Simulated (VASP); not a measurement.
# What spin-orbit coupling changes in Si2W, part 4 of 4

What does spin-orbit coupling change in Si2W, and what does it cost? All runs use PBEsol. Left out of this account: 1 further run (fields: a reference on another mesh). The start is a cell from a database of measured crystal structures.

VASP 6.6.1, plane waves and PAW; the level of theory is named at each step.

So far. Step 5 (Density of states (PBEsol + SOC)): The DOS at the Fermi level goes from 0.198 to 0.200 states/eV/cell, a number that is sensitive to the mesh. The run took 2.4 times the core time, with 26 spinor bands against 20. Of the states within 0.3 eV of the Fermi level, the largest shares in the PAW spheres are W d 61 % and Si p 12 %. The rest lies in smaller channels or between the spheres. Step 6 (Full relaxation (PBEsol)): It ends with a largest force of 0.005 eV/Å and a pressure of -0.05 GPa.

## Step 7: Relaxing cell and atoms (PBEsol + SOC)

This step: PBEsol, spin-orbit coupling; plane waves and PAW (Si, W) (VASP 6.6.1).

The same relaxation with spinors and spin-orbit coupling.

Input file INCAR:

```
SYSTEM = Si2W
PREC = Accurate
ENCUT = 400
EDIFF = 1E-06
NELM = 100
ISMEAR = -1
SIGMA = 0.05
LREAL = .FALSE.
ALGO = Normal
GGA = PS
LNONCOLLINEAR = .TRUE.
MAGMOM = 0 0 0 0 0 0 0 0 0
NBANDS = 26
GGA_COMPAT = .FALSE.
LASPH = .TRUE.
LSORBIT = .TRUE.
LMAXMIX = 4
LORBIT = 11
LWAVE = .FALSE.
LCHARG = .FALSE.
KPAR = 4
IBRION = 2
NSW = 60
ISIF = 3
EDIFFG = -0.01
```

Input file POSCAR:

```
Si2W
1.0
    0.0000000000     -3.2138000000      0.0000000000
   -3.2138000000      0.0000000000      0.0000000000
    1.6069000000     -1.6069000000     -3.9149500000
Si W
2 1
Direct
    0.3347000000      0.6653000000      0.3306000000
    0.6653000000      0.3347000000      0.6694000000
    0.0000000000      0.0000000000      0.0000000000
```

Input file KPOINTS:

```
Automatic mesh
0
Gamma
9 9 9
0 0 0
```

Potentials, in the order of the species: Si and W (PBE family, release 64).

Command:

```
$ mpirun -np 4 vasp_ncl
```

Log:

```text
[... set-up lines as in an earlier step ...]
 entering main loop
       N       E                     dE             d eps       ncg     rms          rms(c)
[... 13 cycles as in an earlier step ...]
   1 F= -.26885853E+02 E0= -.26884482E+02  d E =-.268859E+02  mag=     0.0000     0.0000    -0.0000
 curvature:   0.00 expect dE= 0.000E+00 dE for cont linesearch  0.000E+00
 trial: gam= 0.00000 g(F)=  0.705E-05 g(S)=  0.163E-01 ort = 0.000E+00 (trialstep = 0.100E+01)
 search vector abs. value=  0.163E-01
 bond charge predicted
       N       E                     dE             d eps       ncg     rms          rms(c)
DAV:   1    -0.268874775501E+02   -0.16246E-02   -0.40131E-01  4032   0.442E+00    0.194E+00
DAV:   2    -0.268802050977E+02    0.72725E-02   -0.11201E-02  4532   0.873E-01    0.834E-01
DAV:   3    -0.268785870728E+02    0.16180E-02   -0.21213E-03  4652   0.308E-01    0.320E-01
DAV:   4    -0.268783491923E+02    0.23788E-03   -0.41801E-04  4584   0.131E-01    0.583E-02
DAV:   5    -0.268783506533E+02   -0.14610E-05   -0.10469E-05  5062   0.245E-02    0.378E-02
DAV:   6    -0.268783521714E+02   -0.15181E-05   -0.13708E-06  4266   0.841E-03    0.149E-02
DAV:   7    -0.268783530993E+02   -0.92788E-06   -0.22880E-06  4194   0.850E-03
   2 F= -.26878353E+02 E0= -.26877012E+02  d E =0.750000E-02  mag=    -0.0000    -0.0000    -0.0000
[...]
3 F= -.26888708E+02 E0= -.26887348E+02  d E =-.285478E-02  mag=    -0.0000    -0.0000     0.0000
[...]
4 F= -.26888745E+02 E0= -.26887374E+02  d E =-.370854E-04  mag=    -0.0000    -0.0000     0.0000
 trial-energy change:   -0.000037  1 .order   -0.000040   -0.000120    0.000040
 step:   0.6527(harm=  0.6527)  dis= 0.00067  next Energy=   -26.888753 (dE=-0.450E-04)
 bond charge predicted
       N       E                     dE             d eps       ncg     rms          rms(c)
DAV:   1    -0.268887516979E+02   -0.66041E-05   -0.14740E-04  4200   0.853E-02    0.714E-03
DAV:   2    -0.268887505052E+02    0.11927E-05   -0.41215E-06  5024   0.158E-02    0.442E-03
DAV:   3    -0.268887499857E+02    0.51955E-06   -0.77809E-07  2886   0.654E-03
   5 F= -.26888750E+02 E0= -.26887381E+02  d E =-.421063E-04  mag=    -0.0000    -0.0000     0.0000
 curvature:  -0.33 expect dE=-0.255E-05 dE for cont linesearch -0.614E-08
 trial: gam= 0.06756 g(F)=  0.492E-05 g(S)=  0.283E-05 ort =-0.161E-05 (trialstep = 0.826E+00)
 search vector abs. value=  0.817E-05
 reached required accuracy - stopping structural energy minimisation
```

Wall time 74 s (4 MPI ranks of AMD EPYC 7R43, shared host); peak memory 0.98 GiB; 4.8 min of CPU time.

OUTCAR, selected parts (step 7):

```text
   NELECT =      14.0000    total number of electrons

 E-fermi :  10.5062

 k-point     1 :       0.0000    0.0000    0.0000
  band No.  band energies     occupation
    ...
      8       7.1314      1.00000
      9       7.6323      1.00000
     10       7.6323      1.00000
     11       7.7903      1.00000
     12       7.7903      1.00000
     13      11.1992      0.00000
     14      11.1992      0.00000
     15      13.1513      0.00000
     16      13.1513      0.00000
     17      13.4855      0.00000
    ...

  Total        0.0050908      0.0050908     -0.0111452      0.0000000      0.0000000      0.0000000
  in kB        0.2037107      0.2037107     -0.4459786      0.0000000      0.0000000      0.0000000
  external PRESSURE =      -0.0128524 kB  Pullay stress =       0.0000000 kB

 POSITION                                       TOTAL-FORCE (eV/Angst)
 -----------------------------------------------------------------------------------
     -1.60102     -1.60102     -1.29155         0.000000     -0.000000     -0.007140
      0.00000     -3.20204     -2.61353         0.000000     -0.000000      0.007140
      0.00000     -0.00000     -0.00000        -0.000000      0.000000      0.000000
 -----------------------------------------------------------------------------------
    total drift:                               -0.000000     -0.000000     -0.000000

  FREE ENERGIE OF THE ION-ELECTRON SYSTEM (eV)
  ---------------------------------------------------
  free  energy   TOTEN  =       -26.8887499857 eV

  energy  without entropy=      -26.8860127835  energy(sigma->0) =      -26.88738138

 Spin-Orbit-Coupling matrix elements
 Ion:    1  E_soc:     -0.0011066
 Ion:    2  E_soc:     -0.0011066
 Ion:    3  E_soc:     -0.3335410

 magnetization (x)
# of ion       s       p       d       tot
------------------------------------------
    1        0.000   0.000   0.000   0.000
    2        0.000   0.000   0.000   0.000
    3        0.000  -0.000   0.000   0.000
--------------------------------------------------
tot          0.000  -0.000   0.000   0.000

 magnetization (y)
# of ion       s       p       d       tot
------------------------------------------
    1        0.000   0.000   0.000   0.000
    2        0.000   0.000   0.000   0.000
    3       -0.000   0.000   0.000  -0.000
--------------------------------------------------
tot          0.000   0.000   0.000   0.000

 magnetization (z)
# of ion       s       p       d       tot
------------------------------------------
    1        0.000   0.000   0.000   0.000
    2        0.000   0.000   0.000   0.000
    3       -0.000   0.000   0.000   0.000
--------------------------------------------------
tot         -0.000   0.000   0.000   0.000

[... 8 parts as in an earlier step ...]

[... 10 further parts left out ...]
```

CONTCAR:

```
Si2W
   1.00000000000000
     0.0000000000000000   -3.2020420359478878   -0.0000000000000000
    -3.2020420359478878    0.0000000000000000   -0.0000000000000000
     1.6010210179739439   -1.6010210179739439   -3.9050858117242835
  Si              W
     2     1
Direct
     0.3346319729149668    0.6653680270850332    0.3307360541700594
     0.6653680270850332    0.3346319729149668    0.6692639458299406
     0.0000000000000000    0.0000000000000000    0.0000000000000000
```

The steps of the relaxation:

| step | energy less that of the first step (eV) | largest force (eV/Å) | pressure (GPa) | volume (Å³) |
| --- | --- | --- | --- | --- |
| 1 | 0.0000 | 0.0085 | -2.30 | 40.44 |
| 2 | 0.0075 | 0.0801 | 4.63 | 39.31 |
| 3 | -0.0029 | 0.0214 | 0.01 | 40.04 |
| 4 | -0.0029 | 0.0026 | 0.00 | 40.04 |
| 5 | -0.0029 | 0.0071 | 0.00 | 40.04 |

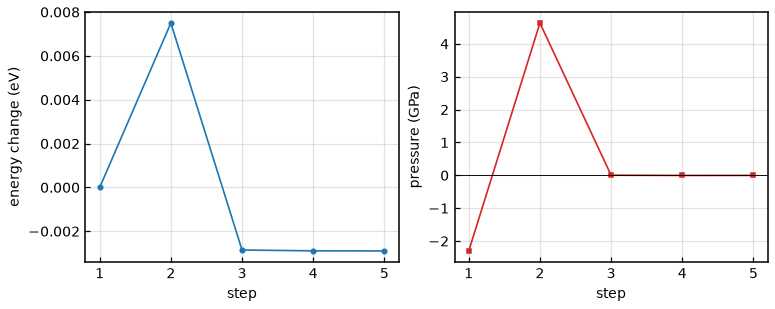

Energy and pressure along the relaxation.

| conventional cell, symmetrised | before | after | change |
| --- | --- | --- | --- |
| a (Å) | 3.214 | 3.202 | -0.4 % |
| b (Å) | 3.214 | 3.202 | -0.4 % |
| c (Å) | 7.830 | 7.810 | -0.3 % |
| volume (Å³/atom) | 13.48 | 13.35 | -1.0 % |

Final coordinates:

```xyz
3
Lattice="0.0000 -3.2020 0.0000 -3.2020 0.0000 0.0000 1.6010 -1.6010 -3.9051" Properties=species:S:1:pos:R:3 pbc="T T T"
Si   -1.6010   -1.6010   -1.2916
Si    0.0000   -3.2020   -2.6135
W     0.0000    0.0000    0.0000
```

This step gave:

```
bands                           : 26
free energy (TOTEN)             : -26.89 eV
energy at zero smearing         : -26.89 eV
Fermi energy                    : 10.51 eV
pressure                        : -0.001285 GPa
SCF cycles over all ionic steps : 32
```

On-site spin-orbit energy by atom:

| atom | on-site spin-orbit energy (eV) |
| --- | --- |
| Si1 | -0.001 |
| Si2 | -0.001 |
| W3 | -0.334 |

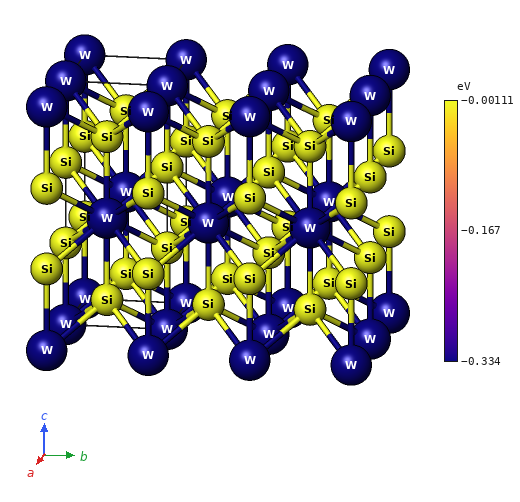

Atoms coloured by on-site spin-orbit energy. 2×3×1 conventional cells are drawn. Some periodic images of atoms are drawn too.

The cell ends at 13.35 Å³/atom, under 0.05 % from the run without the coupling. The run took 4.1 times the core time, with 26 spinor bands against 13.

## Step 8: The runs together

| quantity | without | with spin-orbit coupling |
| --- | --- | --- |
| gap (eV) | none | none |
| core minutes, bands | 1.3 | 4.1 |
| DOS at the Fermi level (states/eV/cell) | 0.198 | 0.200 |
| core minutes, DOS | 0.8 | 1.9 |
| relaxed volume (Å³/atom) | 13.35 | 13.35 |
| core minutes, relaxation | 1.2 | 4.9 |

## Step 9: What came out

```
gap (eV), without → with                                : none → none
DOS at the Fermi level (states/eV/cell), without → with : 0.198 → 0.200
relaxed volume (Å³/atom), without → with                : 13.35 → 13.35
```

What this shows: Si2W has no gap with or without spin-orbit coupling. The relaxed volume moves by under 0.05 %. The spinor runs cost 2.4 to 4.1 times as much, on a shared host.

[Lines on the potential files, build, host, timing and source positions are cut from VASP's logs without a mark.]

[Logs are printed without paths, hosts, clocks, repeated set-up lines and the standing remarks that a program may print on its own settings, such as how far it seeks lower states.]

[Hosts, paths, dates, database ids (printed as entryN), source tags and the programs' standing remarks are cut or masked in the printed files.]

[A measured line is paired with the nearest computed mode of its activity, which favours agreement.]
